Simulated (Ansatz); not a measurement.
## Fields on a plane of MoTe2 (space group P2_1/m)

```xyz
12
Lattice="6.2921 0.0000 0.0000 0.0000 3.4389 0.0000 -0.8891 0.0000 13.3371" Properties=species:S:1:pos:R:3 pbc="T T T"
Te     3.1969     0.8597     4.6345
Te     2.2062     2.5792     8.7026
Te     3.6006     2.5792     1.3977
Te     1.8024     0.8597    11.9394
Te     0.4613     0.8597     2.0416
Te     4.9418     2.5792    11.2955
Mo     1.5632     0.8597     6.7567
Mo     3.8399     2.5792     6.5804
Te    -0.0022     2.5792     5.2664
Te     5.4052     0.8597     8.0707
Mo     1.1363     2.5792     0.1053
Mo     4.2667     0.8597    13.2318
```

The slice is a (001) plane (indices of the conventional cell) through the point (0.413, 0.250, 0.895) (fractional), spanned by u = [010] and v = [100] in vectors of this cell: u (3.44 Å) and v (6.29 Å, at 90° to u). It covers one period; positions are fractions (u, v).

Atoms on it: Te at (0.00, 0.00). Other atoms lie within 1 Å of the plane.

Level of theory: LDA (plane waves to 420 eV, PAW, scalar-relativistic; Ansatz, a quantum-chemistry and plane-wave program). k mesh 6×11×3. Near the nuclei the fields are pseudised (PAW); where an atom keeps semicore shells as valence, they peak there. MoTe2 is run without spin polarisation. MoTe2 was relaxed with its symmetry unable to fall. Spin-orbit coupling is left out, though Te is heavy.

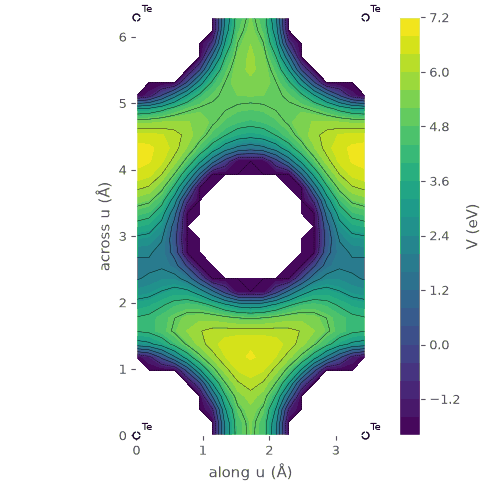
Figure. Electrostatic potential energy of an electron, from the cell's mean, in eV, one period of the plane, atoms marked. Points within 1 Å of a nucleus are left white, as the pseudised field means little there. Values under -2 eV are set to -2. The zero, the cell's mean, hangs on the PAW cores.

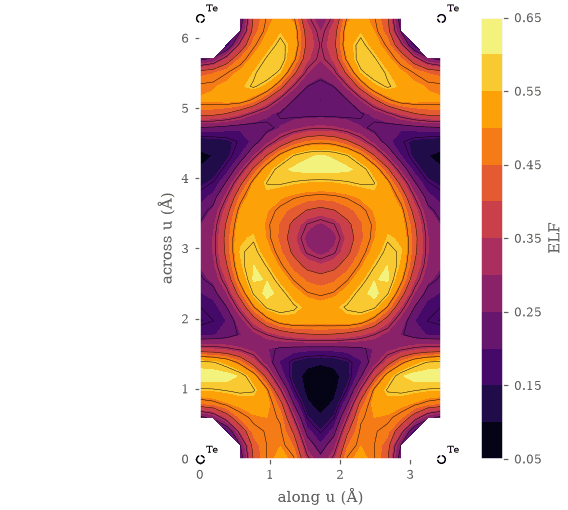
*Electron localisation function (ELF), one period of the plane, atoms marked. Points within 0.5 Å of a nucleus are left white, as the pseudised field means little there.*
